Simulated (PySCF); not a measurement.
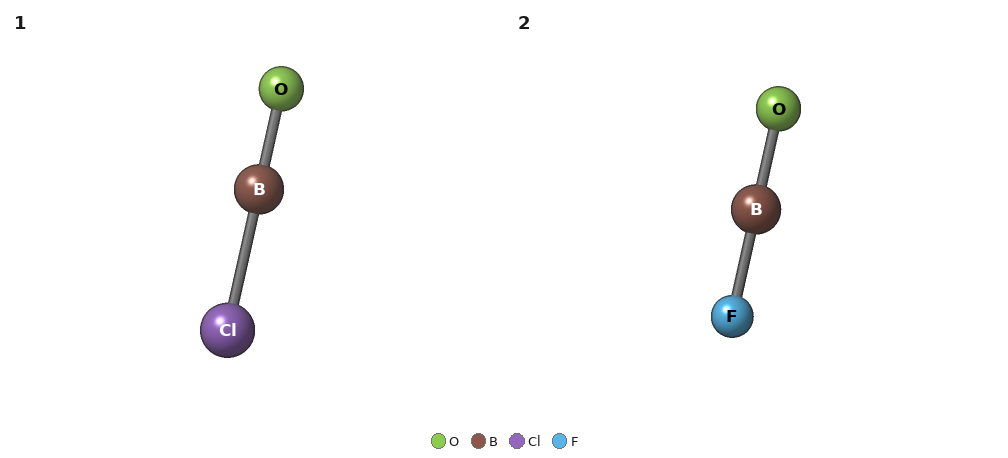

2 molecules with one skeleton, seen from the same side and at one scale. Charge 0, singlet. Computed geometries: PBE0-D3(BJ)/def2-SVP optimisations, one conformation each. Properties computed with PySCF 2.14.0.

One atom differs, called X below: Cl in panel 1, F in panel 2. Their formulas are BClO (`O=BCl`), BOF (`O=BF`).

> In which is the HOMO energy (Kohn–Sham orbital) higher (CAM-B3LYP/def2-SVPD)?

In panel 1 (X = Cl).

> In which is the mean static polarisability larger (CAM-B3LYP/def2-SVPD)?

In panel 1 (X = Cl).

Give the values. With PBE0-D3(BJ)/def2-SVP: length of X–B (Å), angle O–B–X (°). With CAM-B3LYP/def2-SVPD: dipole moment (D), HOMO energy (Kohn–Sham orbital) (eV), HOMO–LUMO gap (eV), mean static polarisability (bohr³), lowest vertical singlet excitation (eV).

| quantity | 1 (Cl) | 2 (F) | 2 − 1 |
| --- | --- | --- | --- |
| length of X–B (Å) | 1.688 | 1.282 | −0.406 |
| angle O–B–X (°) | 180.0 | 180.0 | 0.0 |
| dipole moment (D) | 2.80 | 2.19 | −0.61 |
| HOMO energy (Kohn–Sham orbital) (eV) | −11.52 | −11.97 | −0.45 |
| HOMO–LUMO gap (eV) | 11.61 | 11.83 | +0.22 |
| mean static polarisability (bohr³) | 28.6 | 16.4 | −12.2 |
| lowest vertical singlet excitation (eV) | 8.05 | 8.09 | +0.04 |
